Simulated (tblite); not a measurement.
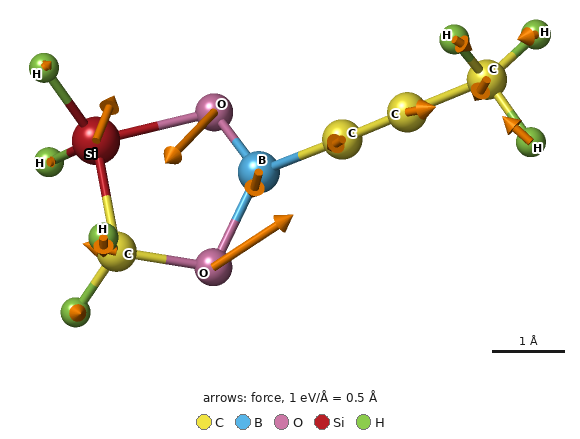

Starting geometry of C$_{4}$H$_{7}$BO$_{2}$Si with the computed forces as orange arrows. Style: ball-and-stick. Shown at a tilt.

Level of theory: tblite, GFN2-xTB geometry optimisation, gas phase. 

Is this structure relaxed? If not, where do the atoms go?

It isn't relaxed: the largest force vector, on an O atom, is 3.11 eV/Å. The final displacements have little in common with the starting forces (cosine between the two patterns 0.21). After 78 geometry steps the energy has fallen by 122.5 kJ/mol. The largest move after the best rigid fit is that of an H atom, 0.94 Å. Largest moves by element: H 0.94 Å, O 0.91 Å, B 0.68 Å, C 0.35 Å, Si 0.12 Å. Near-neighbour distances that change, for instance: B–O 1.472 → 1.348 Å, O–Si 1.720 → 1.628 Å, B–O 1.447 → 1.389 Å, C–Si 1.882 → 1.929 Å. Among the angles between lasting bonds that change: B–O–Si 99.6° → 113.7°, B–O–C 106.7° → 114.7°, H–C–H 113.8° → 107.7°. Groups turn about B–O by about 55°, B–O by about 40°, C–O by about 35°. The run took 0.86 s on 1 thread of Arm Neoverse N1 (shared host).
